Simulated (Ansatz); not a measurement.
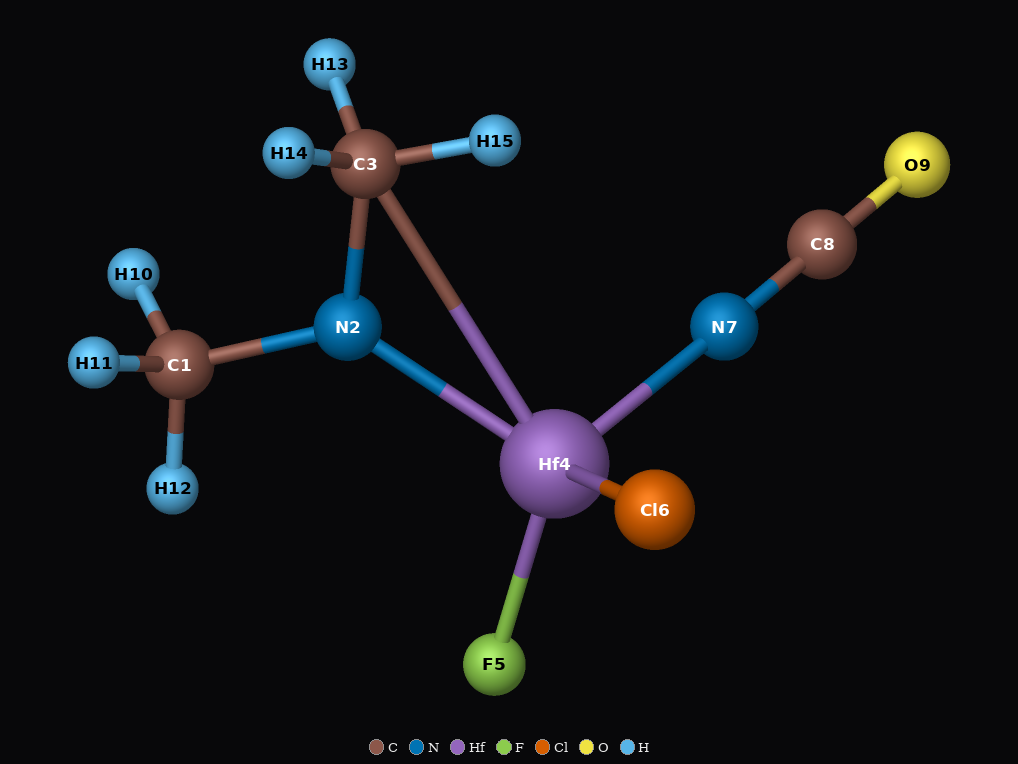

The species is neutral and a spin singlet. Harmonic vibrations computed with RKS PBE0-D4/def2-TZVP, core potentials on Hf (Ansatz 0.2.0) at a stationary point of the same level.

### How many imaginary frequencies does it have?

A minimum: no imaginary frequency, and the lowest mode lies at 33 cm⁻¹.

### List the wavenumbers.

39 modes: 33, 38, 48, 76, 93, 125, 145, 161, 164, 212, 237, 280, 301, 369, 385, 554, 643, 653, 658, 989, 1089, 1098, 1156, 1206, 1302, 1442, 1457, 1465, 1470, 1478, 1494, 1514, 2357, 2995, 3000, 3048, 3060, 3071, 3118 cm⁻¹.
